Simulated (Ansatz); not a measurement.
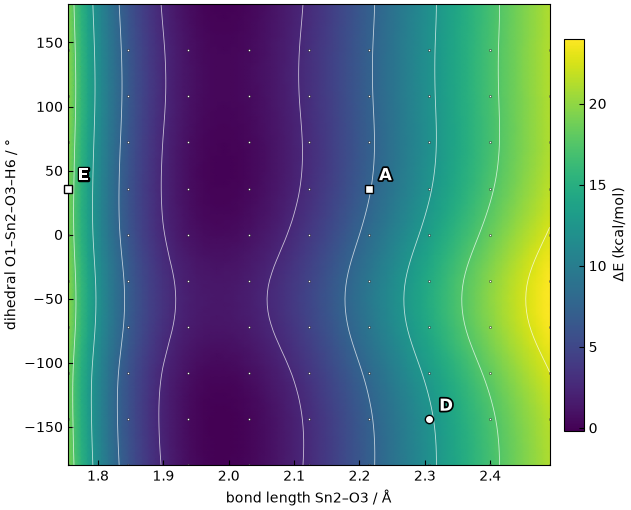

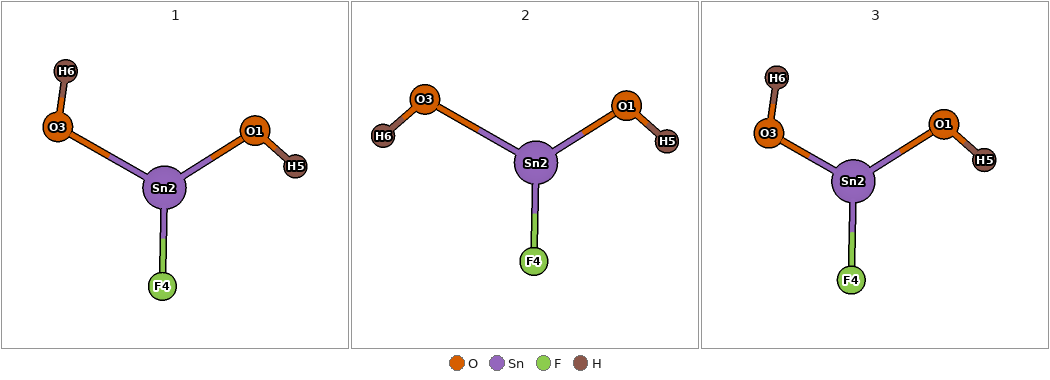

FH₂O₂Sn, SMILES [OH][Sn]([OH])[F], spin multiplicity 2. The first coordinate is: bond length Sn2–O3; the second: dihedral O1–Sn2–O3–H6. Nothing is relaxed (all other coordinates rigid). Grid: 9 × 10 points. Points are written as (first, second). All energies are given in kcal/mol relative to the relaxed molecule at the same level. All numbers below come from Ansatz 0.2.0, UKS PBE0-D4/def2-SVP.

The picture shows a smooth colour map with a few white contour lines, dots at the grid points, lettered points. Between grid points the surface is interpolated. The numbered pictures are the structures at these points, in random order.

Q: Which structure belongs to which point?

A: A is structure 1: (2.215 Å, 36°), 7.4 kcal/mol; D is structure 2: (2.307 Å, −144°), 12.2 kcal/mol; E is structure 3: (1.754 Å, 36°), 19.4 kcal/mol.
